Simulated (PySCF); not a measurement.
**C$_{3}$H$_{7}$FSi, SMILES `FC1C[SiH2]C1`: what the electrons do**

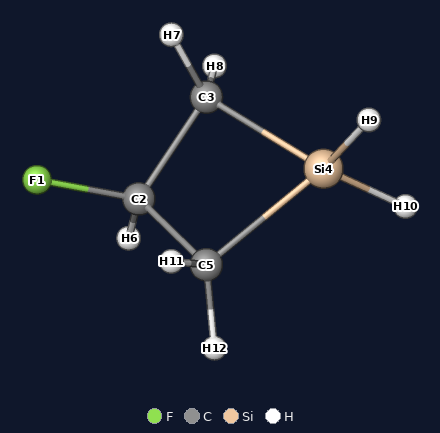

The molecule, with its atoms numbered as below. No frequency check shows the geometry to be a minimum.

Coordinates in Å:

```
F1       2.0863   -0.0001   -0.2964
C2       0.8993    0.0004    0.4076
C3      -0.0106    1.1791    0.0391
Si4     -1.5115   -0.0002   -0.0836
C5      -0.0101   -1.1791    0.0396
H6       1.1818    0.0012    1.4648
H7       0.2937    1.5950   -0.9194
H8      -0.0062    1.9870    0.7658
H9      -2.2680   -0.0008   -1.3324
H10     -2.3782    0.0008    1.0938
H11      0.2943   -1.5952   -0.9188
H12     -0.0054   -1.9866    0.7665
```

Part 1: Bonding charge

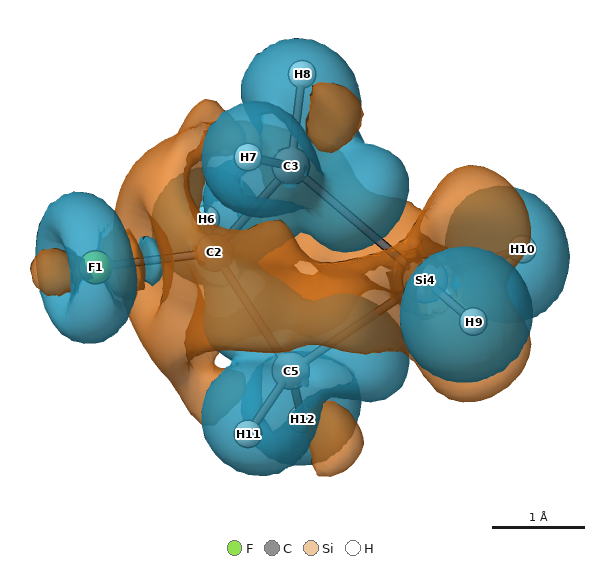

Deformation density (molecule less spherical, spin-averaged free atoms at the same positions), surfaces at ±0.05 e/Å³; light blue: gain, orange: loss.

Computed with PySCF, M06-2X/cc-pVDZ, geometry: GFN2-xTB.

Q: How much density has each bond gained at its critical point, relative to the free atoms?

A: C2–H6: +0.76 e/Å³ at the bond critical point (bond length 1.09 Å, Mayer order 0.9). C3–H8 and C5–H12: +0.65 e/Å³ at the bond critical point (bond length 1.09 Å, Mayer order 1.0). C3–H7 and C5–H11: +0.64 e/Å³ at the bond critical point (bond length 1.09 Å, Mayer order 0.9). C2–C3 and C2–C5: +0.46 e/Å³ at the bond critical point (bond length 1.53 Å, Mayer order 1.0). Si4–H9: +0.16 e/Å³ at the bond critical point (bond length 1.46 Å, Mayer order 0.9). Si4–H10: +0.16 e/Å³ at the bond critical point (bond length 1.46 Å, Mayer order 0.9). C3–Si4 and Si4–C5: +0.10 e/Å³ at the bond critical point (bond length 1.91 Å, Mayer order 1.0); up to 0.6 Å beside the axis the gain reaches +0.31 e/Å³. F1–C2: −0.10 e/Å³ at the bond critical point (bond length 1.38 Å, Mayer order 1.0); up to 0.6 Å beside the axis the gain reaches +0.14 e/Å³. In all, 2.8 electrons gather in the regions of gain relative to the promolecule. A small or negative value marks a very polar bond, one between electron-rich atoms, whose free-atom densities already overlap strongly, a long bond to a heavier atom, or a closed-shell contact such as a hydrogen bond.

Q: Where do the Hirshfeld charges lie?

A: The highest Hirshfeld charge is on Si4 (+0.36 e), the lowest on C3 and C5 (−0.18 e).

Part 2: Local ionisation energy

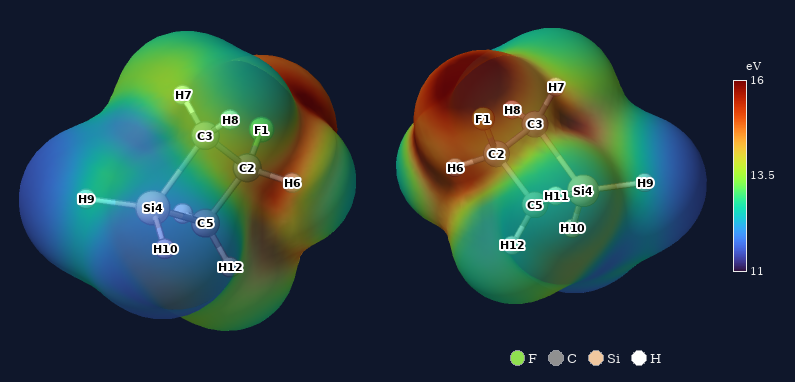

Average local ionisation energy on the surface of electron density 0.001 a.u. (back view left, front view right).

Q: Where are the most loosely bound electrons on this surface?

A: The lowest value is 11.6 eV, 1.5 Å from H10. Further minima include 12.0 eV, off the Si4–C5 bond (2.2 to 2.3 Å from its atoms), and at like points elsewhere; 12.5 eV, 1.6 Å from H12, and at like points elsewhere. For comparison, the highest occupied orbital lies at −9.3 eV.

Q: What volume does the surface enclose, and what is the dipole moment?

A: About 118 Å³; the dipole moment is 1.6 D.

Part 3: Localised orbitals

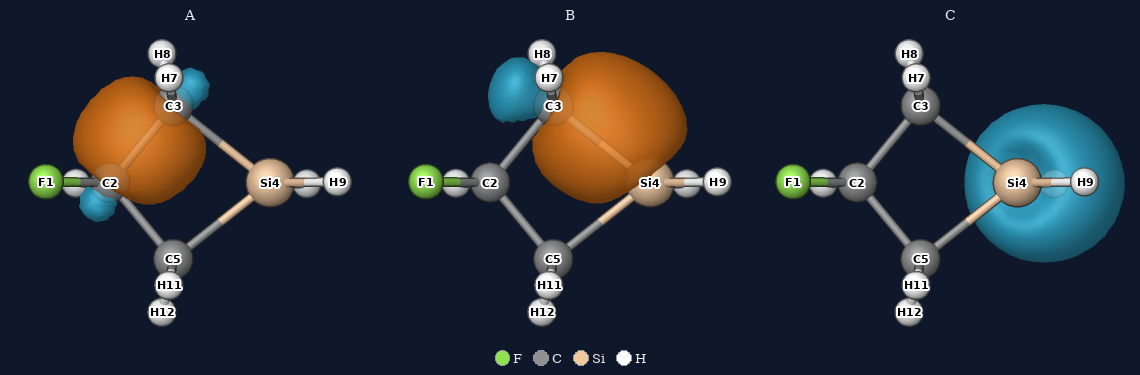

Foster–Boys orbitals, occupied; each surface holds about 85 % of the orbital's density. Energies are diagonal elements of the Fock matrix.

Level of theory: r2SCAN/def2-TZVP (PySCF), at a geometry from GFN2-xTB.

Q: Identify each orbital.

A: By panel:
- A: σ bond C3–C2 (C3 50 %, C2 49 %; −13.4 eV)
- B: σ bond C3–Si4 (C3 61 %, Si4 38 %; −10.4 eV)
- C: σ bond H10–Si4 (H10 54 %, Si4 45 %; −10.3 eV)

The PySCF runs shown took 29 s and 94 s on 1 thread of Arm Neoverse V1, with other jobs on the host.
